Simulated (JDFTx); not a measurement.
System: Ti(0001) (P6_3/mmc bulk; lattice of mp-46, not re-optimised at this level), 1x1 cell of 4 atoms in 4 planes, area 7.46 Å² a face, 6.8 Å between the outermost planes in a cell 23.0 Å high; k mesh 8×8×1, Fermi width 0.01 Ha, no spin polarisation.

Computed with a modified build of JDFTx: PBE, GBRV ultrasoft potentials, plane waves to 20/100 Ha. Liquid on both sides: CANDLE, water, 2 M NaF; nuclei fixed, outer atoms relaxed in vacuum. SHE scale: U = −μ/e − 4.44 V, by convention. Both faces are the same ideal termination; reconstructions, overlayers and chemisorbed solvent are outside this model. On the negative side CANDLE's cavity feels the periodic box, so those points shift with the cell height. Convergence in thickness and k mesh wasn't tested for this slab.

Farther out the cavity gives way and the charge runs off; such runs are left out, and the outermost points shown may already feel it.

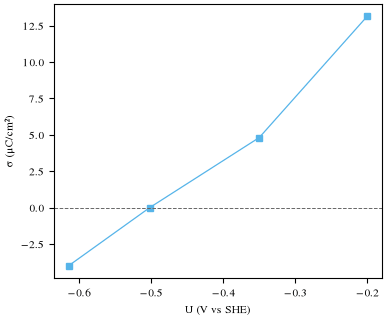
Fig. 1. Surface charge density of Ti(0001) against potential

**Question.** Read off the potential of zero charge and the mean capacitance σ/(U − U_pzc) at the computed point just above it.

**Answer.** U_pzc ≈ -0.50 V. At -0.35 V it is about 32 μF/cm².
